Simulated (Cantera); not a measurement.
Charge: 1 mol HI, a varied amount of O2, at 2900 K and 0.0100 bar.

Method: chemical equilibrium by Gibbs-energy minimisation in Cantera with the NASA 1993 tables (ideal gas, pure condensed phases). Candidate condensed phases: H2O, I2; 12 gas species. Kinetics and transport are ignored.

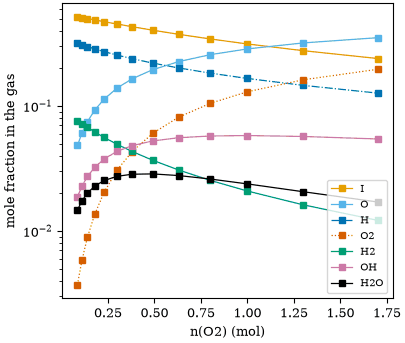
*Equilibrium gas composition (values under 1e-9 drawn at 1e-9)*

### Question
Read off the mole fractions at 0.63 mol O2.

### Answer
I about 0.37, O about 0.23, H about 0.20, O2 about 0.081, OH about 0.056, H2 about 0.031, H2O about 0.028.
